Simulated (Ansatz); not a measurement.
# SiPH₃ (triplet): from Hartree-Fock to the top rungs at a displaced geometry (v2), cc-pVDZ

Aim: climb from Hartree-Fock through coupled cluster for SiPH₃ (triplet) at one geometry and basis, and see what each rung misses.

Computed with Ansatz 0.2.0, Gaussian basis. Level: cc-pVDZ, core rule «outside noble gas», up to 10 orbitals frozen.

The runs, in order: UHF; CCSD(T) on ROHF; CCSD(T) on UHF; BCCD(T) on ROHF; CISD as a restricted active space (open shells left free, so some higher excitations enter); CCSDT(Q) on ROHF; CCSDT(Q) on UHF.

30 further runs of the same task are left out: 2 for a known fault of the program, 11 that didn't finish, 17 set aside as unsound or not needed. Runs told in other sessions of the task aren't counted.

### 1 What is computed

The geometry is a PBE0/def2-TZVP stationary point (not a proven minimum) with its atoms shifted at random (size 0.100 Å).

5 atoms, charge 0, spin multiplicity 3.

Atoms are counted from 1 here; the program's logs count them from 0.

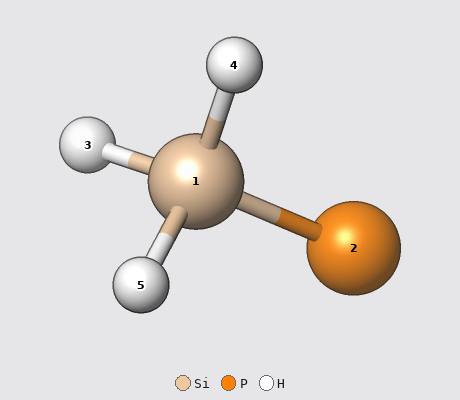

The geometry (silicon light orange, phosphorus orange, hydrogen white); atoms are numbered from 1 in the order of the file.

In the tables R marks a restricted open-shell determinant and U an unrestricted one; energies count from the table's Hartree-Fock row.

### 2 UHF

The input, in.yaml:

```yaml
crystal:
  periodic: [false, false, false]
  atoms:
    - {symbol: Si, position_ang: [-1.009492, -0.008949, -0.002532]}
    - {symbol: P, position_ang: [1.070634, 0.015925, 0.004265]}
    - {symbol: H, position_ang: [-1.621843, 1.360368, 0.004303]}
    - {symbol: H, position_ang: [-1.520739, -0.792611, 1.229022]}
    - {symbol: H, position_ang: [-1.628997, -0.807756, -1.293844]}
basis:
  gaussian: {orbitals: cc-pVDZ}
magnetization: {spin_polarized: true, initial_magnetization: 2}
hamiltonian: {xc: hf}
output: {orbitals: {seedname: orbitals}}
```

Started as:

```bash
$ ansatz run in.yaml --threads 1 --pin off --events-out ev --progress --plain --max-ram 2393MiB
```

Standard output:

```text
Functional definition: HF
  name "HF"
  cite "Fock, Z. Phys. 61, 126 (1930) doi:10.1007/BF01340294"
  parent pbe
  exchange = exact_x
  correlation = 0
503 factors; integrals over basis functions are off by at most 1.0e-3 eV
mean field evaluation 1: about -17179.3028 eV, gradient 8.3e0 eV
mean field evaluation 2: about -17179.3062 eV, gradient 8.3e0 eV
mean field evaluation 4: about -17180.4444 eV, gradient 7.8e-1 eV
mean field evaluation 8: about -17180.4569 eV, gradient 8.4e-4 eV
mean field -17180.45687845 eV, -631.3701449510 hartree, gradient 2.4e-5 eV, S^2 2.019700; 0 other end points of the search recorded, 0 dependent functions left out
reference -17180.45687845 eV, -631.3701449510 hartree; 17, 15 occupied and 34, 36 virtual orbitals, 503 factors
Total energy: -17180.45687845 eV, -631.3701449510 hartree
```

Wall time 0.58 s (1 thread of Arm Neoverse V1, shared host).

From the report: ⟨S²⟩ of the determinant 2.020 (pure triplet: 2.00).

### 3 CCSD(T) on ROHF

Edit in.yaml of step 2 so:

```diff
@@ -10,4 +10,3 @@
   gaussian: {orbitals: cc-pVDZ}
-magnetization: {spin_polarized: true, initial_magnetization: 2}
-hamiltonian: {xc: hf}
-output: {orbitals: {seedname: orbitals}}
+magnetization: {spin_polarized: false, initial_magnetization: 2}
+correlation: {method: ccsd_t, electrons: outside_noble_gas}
```

Launched as before.

Standard output:

```text
Functional definition: HF
  name "HF"
  cite "Fock, Z. Phys. 61, 126 (1930) doi:10.1007/BF01340294"
  parent pbe
  exchange = exact_x
  correlation = 0
503 factors; integrals over basis functions are off by at most 1.0e-3 eV
mean field evaluation 1: about -17179.2214 eV, gradient 1.0e1 eV
mean field evaluation 2: about -17179.2247 eV, gradient 1.0e1 eV
mean field evaluation 4: about -17180.2940 eV, gradient 8.1e-1 eV
mean field evaluation 8: about -17180.2978 eV, gradient 2.7e-4 eV
mean field evaluation 16: about -17177.6713 eV, gradient 2.7e0 eV
mean field evaluation 32: about -17177.7442 eV, gradient 1.1e-2 eV
mean field -17180.29775402 eV, -631.3642972361 hartree, gradient 1.9e-6 eV, S^2 2.000000; 1 other end points of the search recorded, 0 dependent functions left out
mean field evaluation 64: about -17180.4569 eV, gradient 8.4e-4 eV
determinant -17180.29775402 eV, -631.3642972361 hartree, with singles and doubles -17186.53168688 eV, -631.5933900432 hartree
determinant -17177.74425024 eV, -631.2704577030 hartree, with singles and doubles -17184.03810660 eV, -631.5017526582 hartree
10 core orbitals not correlated: weight in the atoms' cores, before any rotation towards them, 1.000 or more for the frozen orbitals, at most 0.000 for the correlated occupied ones
reference -17180.29775402 eV, -631.3642972361 hartree; 7, 5 occupied and 34, 36 virtual orbitals, 503 factors
second order -5.00373042 eV of doubles, -0.09018347 eV of singles
cycle   1  -6.23403866 eV  change   -1.1e-4 eV  update   4.8e-4
cycle   2  -6.23415538 eV  change   -1.2e-4 eV  update   3.1e-4
cycle   3  -6.23411063 eV  change    4.5e-5 eV  update   1.0e-4
cycle   4  -6.23410939 eV  change    1.2e-6 eV  update   5.3e-5
cycle   5  -6.23416643 eV  change   -5.7e-5 eV  update   1.7e-5
cycle   6  -6.23418371 eV  change   -1.7e-5 eV  update   1.0e-5
cycle   7  -6.23417526 eV  change    8.5e-6 eV  update   6.3e-6
perturbative correction -0.15593361 eV, -0.0057304544 hartree
Total energy: -17186.68786289 eV, -631.5991294056 hartree
```

It took 2.6 s on 1 thread of Arm Neoverse V1, shared host.

From the report: correlation -6.3901 eV; T1 0.020; largest double amplitude 0.04.

### 4 CCSD(T) on UHF

Edit in.yaml of step 3 so:

```diff
@@ -10,3 +10,3 @@
   gaussian: {orbitals: cc-pVDZ}
-magnetization: {spin_polarized: false, initial_magnetization: 2}
+magnetization: {spin_polarized: true, initial_magnetization: 2}
 correlation: {method: ccsd_t, electrons: outside_noble_gas}
```

The command is unchanged.

Standard output:

```text
Functional definition: HF
  name "HF"
  cite "Fock, Z. Phys. 61, 126 (1930) doi:10.1007/BF01340294"
  parent pbe
  exchange = exact_x
  correlation = 0
503 factors; integrals over basis functions are off by at most 1.0e-3 eV
mean field evaluation 1: about -17179.3028 eV, gradient 8.3e0 eV
mean field evaluation 2: about -17179.3062 eV, gradient 8.3e0 eV
mean field evaluation 4: about -17180.4444 eV, gradient 7.8e-1 eV
mean field evaluation 8: about -17180.4569 eV, gradient 8.4e-4 eV
mean field evaluation 16: about -17180.4536 eV, gradient 1.3e-1 eV
mean field evaluation 32: about -17177.8778 eV, gradient 1.9e-2 eV
mean field -17180.45687845 eV, -631.3701449510 hartree, gradient 2.0e-6 eV, S^2 2.019700; 1 other end points of the search recorded, 0 dependent functions left out
determinant -17180.45687845 eV, -631.3701449510 hartree, with singles and doubles -17186.53604461 eV, -631.5935501870 hartree
determinant -17177.87948398 eV, -631.2754274512 hartree, with singles and doubles -17184.04187195 eV, -631.5018910321 hartree
10 core orbitals not correlated: weight in the atoms' cores, before any rotation towards them, 1.000 or more for the frozen orbitals, at most 0.000 for the correlated occupied ones
reference -17180.45687845 eV, -631.3701449510 hartree; 7, 5 occupied and 34, 36 virtual orbitals, 503 factors
second order -4.90952963 eV of doubles, -0.00000000 eV of singles
cycle   1  -6.07919613 eV  change   -3.0e-5 eV  update   5.0e-4
cycle   2  -6.07929228 eV  change   -9.6e-5 eV  update   3.4e-4
cycle   3  -6.07924731 eV  change    4.5e-5 eV  update   9.5e-5
cycle   4  -6.07925383 eV  change   -6.5e-6 eV  update   4.6e-5
cycle   5  -6.07930238 eV  change   -4.9e-5 eV  update   1.3e-5
cycle   6  -6.07931874 eV  change   -1.6e-5 eV  update   6.9e-6
cycle   7  -6.07931633 eV  change    2.4e-6 eV  update   4.5e-6
perturbative correction -0.15213054 eV, -0.0055906944 hartree
Total energy: -17186.68832532 eV, -631.5991463998 hartree
```

Wall time 2.4 s (1 thread of Arm Neoverse V1, shared host).

From the report: ⟨S²⟩ of the determinant 2.020 (pure triplet: 2.00); correlation -6.2314 eV; T1 0.016; largest double amplitude 0.04.

### 5 BCCD(T) on ROHF

Edit in.yaml of step 4 so:

```diff
@@ -10,3 +10,3 @@
   gaussian: {orbitals: cc-pVDZ}
-magnetization: {spin_polarized: true, initial_magnetization: 2}
-correlation: {method: ccsd_t, electrons: outside_noble_gas}
+magnetization: {spin_polarized: false, initial_magnetization: 2}
+correlation: {method: bccd_t, electrons: outside_noble_gas}
```

Launched as before.

Standard output:

```text
Functional definition: HF
  name "HF"
  cite "Fock, Z. Phys. 61, 126 (1930) doi:10.1007/BF01340294"
  parent pbe
  exchange = exact_x
  correlation = 0
503 factors; integrals over basis functions are off by at most 1.0e-3 eV
mean field evaluation 1: about -17179.2214 eV, gradient 1.0e1 eV
mean field evaluation 2: about -17179.2247 eV, gradient 1.0e1 eV
mean field evaluation 4: about -17180.2940 eV, gradient 8.1e-1 eV
mean field evaluation 8: about -17180.2978 eV, gradient 2.7e-4 eV
mean field evaluation 16: about -17177.6713 eV, gradient 2.7e0 eV
mean field evaluation 32: about -17177.7442 eV, gradient 1.1e-2 eV
mean field -17180.29775402 eV, -631.3642972361 hartree, gradient 1.9e-6 eV, S^2 2.000000; 1 other end points of the search recorded, 0 dependent functions left out
mean field evaluation 64: about -17180.4569 eV, gradient 8.4e-4 eV
determinant -17180.29775402 eV, -631.3642972361 hartree, with singles and doubles -17186.53168688 eV, -631.5933900432 hartree
determinant -17177.74425024 eV, -631.2704577030 hartree, with singles and doubles -17184.03810660 eV, -631.5017526582 hartree
10 core orbitals not correlated: weight in the atoms' cores, before any rotation towards them, 1.000 or more for the frozen orbitals, at most 0.000 for the correlated occupied ones
reference -17180.29775402 eV, -631.3642972361 hartree; 7, 5 occupied and 34, 36 virtual orbitals, 503 factors
second order -5.00373042 eV of doubles, -0.09018347 eV of singles
cycle   1  -6.23311703 eV  change    8.2e-4 eV  update   4.6e-3
cycle   2  -6.23167960 eV  change    1.4e-3 eV  update   1.6e-3
cycle   3  -6.23081220 eV  change    8.7e-4 eV  update   9.5e-4
cycle   4  -6.23085943 eV  change   -4.7e-5 eV  update   3.2e-4
cycle   5  -6.23092109 eV  change   -6.2e-5 eV  update   1.1e-4
cycle   6  -6.23092984 eV  change   -8.8e-6 eV  update   4.1e-5
cycle   7  -6.23094131 eV  change   -1.1e-5 eV  update   2.0e-5
cycle   8  -6.23094177 eV  change   -4.7e-7 eV  update   1.0e-5
perturbative correction -0.16033833 eV, -0.0058923248 hartree
Total energy: -17186.68903412 eV, -631.5991724477 hartree
```

Wall time 2.7 s (1 thread of Arm Neoverse V1, shared host).

From the report: correlation -6.3913 eV; largest double amplitude 0.04.

### 6 CISD as a restricted active space (open shells left free, so some higher excitations enter)

Edit in.yaml of step 5 so:

```diff
@@ -11,2 +11,2 @@
 magnetization: {spin_polarized: false, initial_magnetization: 2}
-correlation: {method: bccd_t, electrons: outside_noble_gas}
+correlation: {active_space: {ras: {orbitals: [5, 2, 34], electrons: 12, max_holes: 2, max_particles: 2}, fixed_orbitals: true}}
```

Same command.

Standard output:

```text
Functional definition: HF
  name "HF"
  cite "Fock, Z. Phys. 61, 126 (1930) doi:10.1007/BF01340294"
  parent pbe
  exchange = exact_x
  correlation = 0
503 factors; integrals over basis functions are off by at most 1.0e-3 eV
mean field evaluation 1: about -17179.2214 eV, gradient 1.0e1 eV
mean field evaluation 2: about -17179.2247 eV, gradient 1.0e1 eV
mean field evaluation 4: about -17180.2940 eV, gradient 8.1e-1 eV
mean field evaluation 8: about -17180.2978 eV, gradient 2.7e-4 eV
mean field -17180.29775402 eV, -631.3642972361 hartree, gradient 1.9e-6 eV, S^2 2.000000; 0 other end points of the search recorded, 0 dependent functions left out
reference -17180.29775402 eV, -631.3642972361 hartree; 17, 15 occupied and 34, 36 virtual orbitals, 503 factors
state -17186.00216124 eV, -631.5739303348 hartree
Total energy: -17186.00216124 eV, -631.5739303348 hartree
```

Wall time 3.4 s (1 thread of Arm Neoverse V1, shared host).

From the report: 253,791 determinants.

### 7 CCSDT(Q) on ROHF

Edit in.yaml of step 6 so:

```diff
@@ -11,2 +11,2 @@
 magnetization: {spin_polarized: false, initial_magnetization: 2}
-correlation: {active_space: {ras: {orbitals: [5, 2, 34], electrons: 12, max_holes: 2, max_particles: 2}, fixed_orbitals: true}}
+correlation: {method: ccsdt_q, electrons: outside_noble_gas}
```

Launched as before.

Standard output:

```text
Functional definition: HF
  name "HF"
  cite "Fock, Z. Phys. 61, 126 (1930) doi:10.1007/BF01340294"
  parent pbe
  exchange = exact_x
  correlation = 0
972 factors; integrals over basis functions are off by at most 2.2e-7 eV
mean field evaluation 1: about -17179.2219 eV, gradient 1.0e1 eV
mean field evaluation 2: about -17179.2247 eV, gradient 1.0e1 eV
mean field evaluation 4: about -17180.2942 eV, gradient 8.1e-1 eV
mean field evaluation 8: about -17180.2978 eV, gradient 2.7e-4 eV
mean field evaluation 16: about -17177.6713 eV, gradient 2.7e0 eV
mean field evaluation 32: about -17177.7442 eV, gradient 1.2e-2 eV
mean field -17180.29780893 eV, -631.3642992541 hartree, gradient 2.0e-6 eV, S^2 2.000000; 1 other end points of the search recorded, 0 dependent functions left out
mean field evaluation 64: about -17180.4569 eV, gradient 8.4e-4 eV
determinant -17180.29780893 eV, -631.3642992541 hartree, with singles and doubles -17186.53172734 eV, -631.5933915300 hartree
determinant -17177.74431020 eV, -631.2704599066 hartree, with singles and doubles -17184.03815427 eV, -631.5017544100 hartree
10 core orbitals not correlated: weight in the atoms' cores, before any rotation towards them, 1.000 or more for the frozen orbitals, at most 0.000 for the correlated occupied ones
reference -17180.29780893 eV, -631.3642992541 hartree; 7, 5 occupied and 34, 36 virtual orbitals, 972 factors
second order -5.00376772 eV of doubles, -0.09018340 eV of singles
cycle   1  -5.92919485 eV  change   -8.3e-1 eV  update   7.8e-2
cycle   2  -6.35904738 eV  change   -4.3e-1 eV  update   3.2e-2
cycle   3  -6.41826817 eV  change   -5.9e-2 eV  update   1.5e-2
cycle   4  -6.42126515 eV  change   -3.0e-3 eV  update   7.0e-3
cycle   5  -6.42269442 eV  change   -1.4e-3 eV  update   3.1e-3
cycle   6  -6.42133923 eV  change    1.4e-3 eV  update   1.5e-3
cycle   7  -6.42140956 eV  change   -7.0e-5 eV  update   5.8e-4
cycle   8  -6.42198539 eV  change   -5.8e-4 eV  update   2.3e-4
cycle   9  -6.42195182 eV  change    3.4e-5 eV  update   9.5e-5
cycle  10  -6.42184910 eV  change    1.0e-4 eV  update   4.6e-5
cycle  11  -6.42187171 eV  change   -2.3e-5 eV  update   2.3e-5
cycle  12  -6.42189411 eV  change   -2.2e-5 eV  update   1.3e-5
cycle  13  -6.42190602 eV  change   -1.2e-5 eV  update   6.4e-6
cycle  14  -6.42190314 eV  change    2.9e-6 eV  update   3.8e-6
cycle  15  -6.42189732 eV  change    5.8e-6 eV  update   2.0e-6
cycle  16  -6.42189688 eV  change    4.4e-7 eV  update   1.0e-6
perturbative correction -0.00764943 eV, -0.0002811115 hartree
Total energy: -17186.72735524 eV, -631.6005807229 hartree
```

It took 78 s on 1 thread of Arm Neoverse V1, shared host; peak memory 0.67 GiB.

From the report: correlation -6.4295 eV; T1 0.021; largest double amplitude 0.04.

### 8 CCSDT(Q) on UHF

Edit in.yaml of step 7 so:

```diff
@@ -10,3 +10,3 @@
   gaussian: {orbitals: cc-pVDZ}
-magnetization: {spin_polarized: false, initial_magnetization: 2}
+magnetization: {spin_polarized: true, initial_magnetization: 2}
 correlation: {method: ccsdt_q, electrons: outside_noble_gas}
```

The command is unchanged.

Standard output:

```text
Functional definition: HF
  name "HF"
  cite "Fock, Z. Phys. 61, 126 (1930) doi:10.1007/BF01340294"
  parent pbe
  exchange = exact_x
  correlation = 0
972 factors; integrals over basis functions are off by at most 2.2e-7 eV
mean field evaluation 1: about -17179.3033 eV, gradient 8.3e0 eV
mean field evaluation 2: about -17179.3062 eV, gradient 8.3e0 eV
mean field evaluation 4: about -17180.4445 eV, gradient 7.8e-1 eV
mean field evaluation 8: about -17180.4569 eV, gradient 8.4e-4 eV
mean field evaluation 16: about -17180.4540 eV, gradient 1.3e-1 eV
mean field evaluation 32: about -17177.8779 eV, gradient 1.9e-2 eV
mean field -17180.45693341 eV, -631.3701469709 hartree, gradient 2.0e-6 eV, S^2 2.019700; 1 other end points of the search recorded, 0 dependent functions left out
determinant -17180.45693341 eV, -631.3701469709 hartree, with singles and doubles -17186.53608467 eV, -631.5935516591 hartree
determinant -17177.87954472 eV, -631.2754296834 hartree, with singles and doubles -17184.04191957 eV, -631.5018927823 hartree
10 core orbitals not correlated: weight in the atoms' cores, before any rotation towards them, 1.000 or more for the frozen orbitals, at most 0.000 for the correlated occupied ones
reference -17180.45693341 eV, -631.3701469709 hartree; 7, 5 occupied and 34, 36 virtual orbitals, 972 factors
second order -4.90956607 eV of doubles, -0.00000000 eV of singles
cycle   1  -5.74995330 eV  change   -8.4e-1 eV  update   8.0e-2
cycle   2  -6.19854726 eV  change   -4.5e-1 eV  update   3.4e-2
cycle   3  -6.25987128 eV  change   -6.1e-2 eV  update   1.4e-2
cycle   4  -6.26245556 eV  change   -2.6e-3 eV  update   6.5e-3
cycle   5  -6.26361059 eV  change   -1.2e-3 eV  update   2.9e-3
cycle   6  -6.26262604 eV  change    9.8e-4 eV  update   1.4e-3
cycle   7  -6.26279863 eV  change   -1.7e-4 eV  update   5.9e-4
cycle   8  -6.26335288 eV  change   -5.5e-4 eV  update   2.4e-4
cycle   9  -6.26329317 eV  change    6.0e-5 eV  update   9.5e-5
cycle  10  -6.26319432 eV  change    9.9e-5 eV  update   4.2e-5
cycle  11  -6.26321150 eV  change   -1.7e-5 eV  update   2.0e-5
cycle  12  -6.26323100 eV  change   -2.0e-5 eV  update   1.1e-5
cycle  13  -6.26324262 eV  change   -1.2e-5 eV  update   5.5e-6
cycle  14  -6.26324084 eV  change    1.8e-6 eV  update   3.2e-6
cycle  15  -6.26323562 eV  change    5.2e-6 eV  update   1.8e-6
cycle  16  -6.26323497 eV  change    6.4e-7 eV  update   9.6e-7
perturbative correction -0.00772349 eV, -0.0002838329 hartree
Total energy: -17186.72789187 eV, -631.6006004437 hartree
```

Run time: 68 s. Hardware: 1 thread of Arm Neoverse V1, shared host; peak memory 0.57 GiB.

From the report: ⟨S²⟩ of the determinant 2.020 (pure triplet: 2.00); correlation -6.2710 eV; T1 0.017; largest double amplitude 0.04.

### 9 The ladder

The yardstick is UCCSDT(Q), where the cluster series has nearly closed. Rows without a time are mean-field rows or come out of runs for another level: lower rungs of the coupled-cluster runs, or the Hartree-Fock search.

Differences are taken before rounding.

| method | energy from the lowest ROHF (kcal/mol) | from UCCSDT(Q) (kcal/mol) | time |
| --- | --- | --- | --- |
| ROHF | 0.00 | +148.28 |  |
| UHF | -3.67 | +144.61 |  |
| RMP2 | -117.47 | +30.81 |  |
| UMP2 | -116.89 | +31.40 |  |
| CISD | -131.55 | +16.74 | 3.4 s |
| RCCSD | -143.76 | +4.52 |  |
| UCCSD | -143.86 | +4.42 |  |
| RCCSD(T) | -147.36 | +0.92 | 2.6 s |
| UCCSD(T) | -147.37 | +0.91 | 2.4 s |
| BCCD(T) | -147.39 | +0.90 | 2.7 s |
| RCCSDT | -148.09 | +0.19 |  |
| UCCSDT | -148.10 | +0.18 |  |
| RCCSDT(Q) | -148.27 | +0.01 | 78 s |
| UCCSDT(Q) | -148.28 | 0 | 68 s |

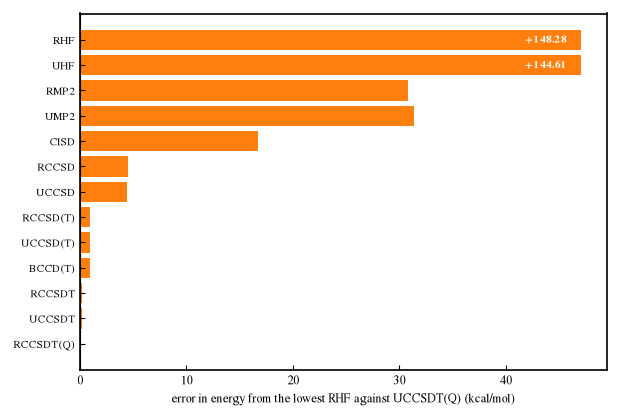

Error of each method against UCCSDT(Q). Bars with a number in them are cut short.

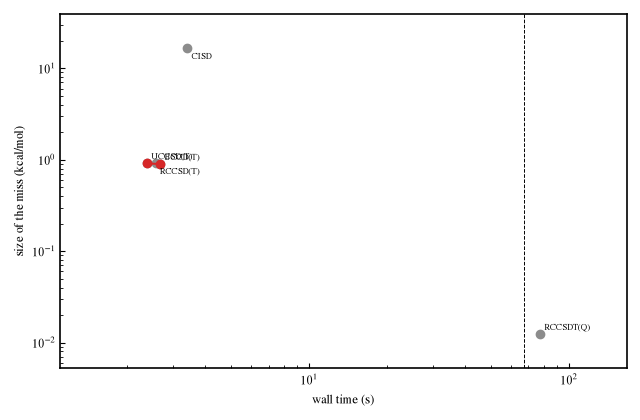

Accuracy for the time spent; red marks the levels that beat every quicker one drawn (of those quicker than the yardstick), and the dashed line is the time of UCCSDT(Q). Times are from a shared host.

### 10 Summary of results

| quantity | value |
| --- | --- |
| UCCSDT(Q) from the ROHF energy | -6.4301 eV |
| RMP2 from UCCSDT(Q) | +30.81 kcal/mol |
| UMP2 from UCCSDT(Q) | +31.40 kcal/mol |
| RCCSD from UCCSDT(Q) | +4.52 kcal/mol |
| RCCSD(T) from UCCSDT(Q) | +0.92 kcal/mol |
| UCCSD(T) from UCCSDT(Q) | +0.91 kcal/mol |
| RCCSDT(Q) from UCCSDT(Q) | +0.01 kcal/mol |
| levels within 1 kcal/mol (43 meV) | RCCSD(T), UCCSD(T), BCCD(T), RCCSDT, UCCSDT, RCCSDT(Q) |
| T1 diagnostic | 0.020 |

RCCSD(T) misses by +0.92 kcal/mol, 0.6 % of the correlation energy. These misses are within one basis, not against nature; the frozen cores of restricted and unrestricted runs differ, which can shift their rows.

With open shells the CI space here admits some higher excitations, so it is larger than plain CISD.

For cost: BCCD(T) gets within 0.90 kcal/mol in 2.7 s, where UCCSDT(Q) took 68 s; the quickest level in the cost chart, UCCSD(T), takes 2.4 s and misses by 0.91 kcal/mol.
